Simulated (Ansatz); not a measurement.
# H···CHO···H3Si (doublet): what the fields show

Input file:

```
crystal:
  periodic: [false, false, false]
  atoms:
    - {symbol: H, position_ang: [0.230069, -0.465309, -0.073274]}
    - {symbol: C, position_ang: [0.686772, -1.058686, -1.256018]}
    - {symbol: O, position_ang: [1.699532, -0.709977, -1.752290]}
    - {symbol: Si, position_ang: [-0.473870, 0.698981, 0.994470]}
    - {symbol: H, position_ang: [-0.165855, -1.521980, -1.810575]}
    - {symbol: H, position_ang: [0.577670, 1.085905, 1.970860]}
    - {symbol: H, position_ang: [-0.925373, 1.889687, 0.227265]}
    - {symbol: H, position_ang: [-1.628945, 0.081377, 1.699562]}
basis:
  gaussian: {orbitals: def2-TZVPP}
magnetization: {spin_polarized: true, initial_magnetization: 1}
hamiltonian: {xc: pbe0, dispersion: d4}
output: {orbitals: {seedname: orbitals}}
```

Launched as:

```sh
ansatz run in.yaml --threads 4 --pin off --events-out ev --progress --plain --max-ram 9574MiB
```

A transition-state structure; geometry: PBE0-D4/def2-TZVP.

These are results of UKS PBE0-D4/def2-TZVPP (Ansatz 0.2.0), not measurements.

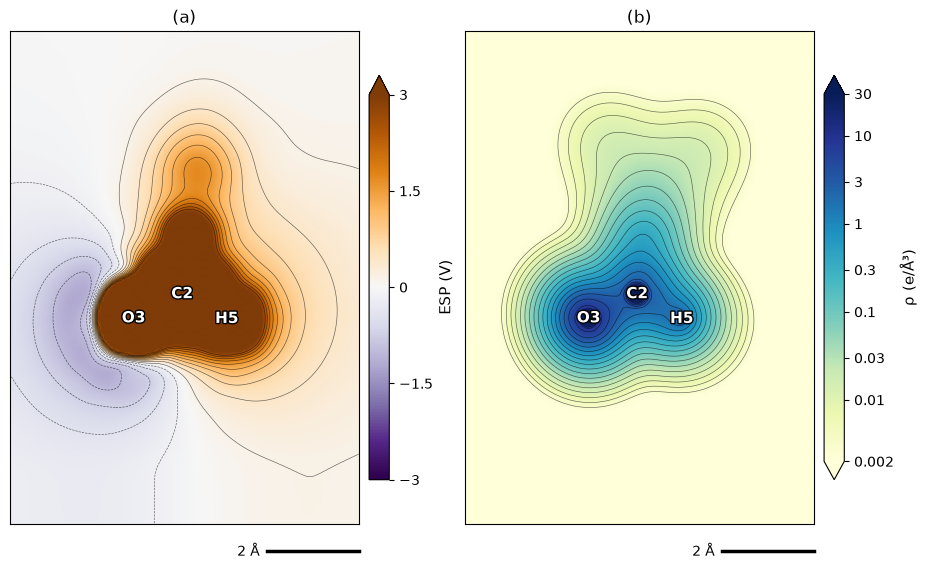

Figure 1. (a) electrostatic potential; (b) total electron density on the plane of atoms O3, C2 and H5.

Q: Describe what can be read from this map.

A: The plane passes through C, O and H nuclei. C–O (1.18 Å): ρ at the midpoint is about 3.6 e/Å³. C–H (1.12 Å): ρ is about 2 e/Å³ halfway. Outside the dense part of the complex the potential is most negative (−1.2 V) near O3.

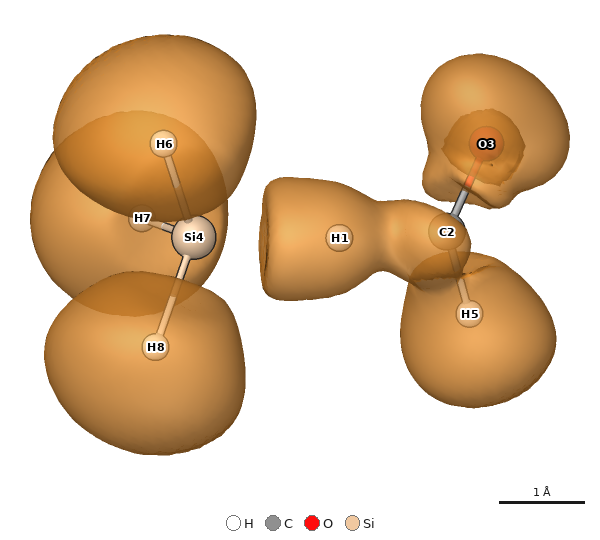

Figure 2. Isosurface of the electron localisation function at 0.75 (orange), seen at a tilt. Only the valence region is drawn (cores and ρ < 0.01 e/Å³ removed).

Q: Identify the bonds, lone pairs and shells in this picture.

A: The surface consists of three regions around hydrogen nuclei, one region on O in which the atom's valence shell and bonds are merged and one joined region spread over several atoms (C, H, Si), in which their bonds and any lone pairs are merged. Along the contacts the grid gives the following. C2···H1 (1.40 Å): the ELF climbs to about 1 towards the hydrogen, as it does in any bond to H. C–O (1.18 Å): the ELF peaks at about 0.85 between the atoms (a multiple bond).

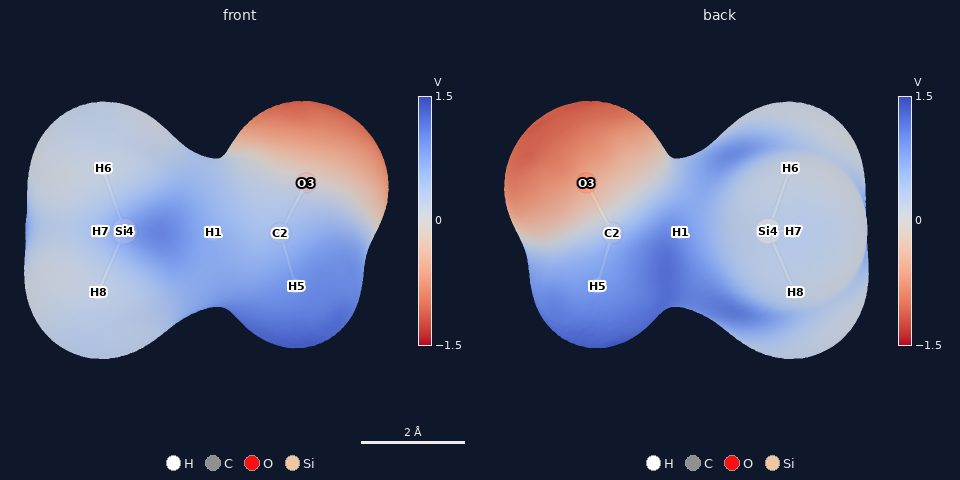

Figure 3. The molecular electrostatic potential painted on the density surface at 0.002 e/bohr³, seen from the front and from behind; red is negative and blue positive.

Q: Describe the electrostatic potential map.

A: The most negative region (about −1.1 V) lies over O3, the most positive (about +1.3 V) over H5. O3 is the likeliest acceptor of a hydrogen bond.
